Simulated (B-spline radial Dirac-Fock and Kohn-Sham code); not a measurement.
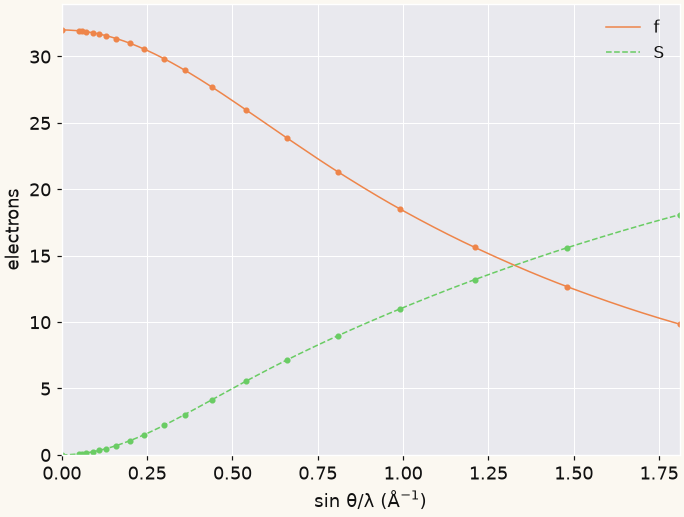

The X-ray form factor f and the incoherent scattering function S against sin θ/λ. Computed with a B-spline radial atomic code: the spherical Dirac–Fock density (average of configuration), S by Waller and Hartree.

Question: The nuclear charge is 55. What is the species?

Answer: Cs²³⁺: f(0) = 32 electrons, so the charge is 55 − 32 = +23.
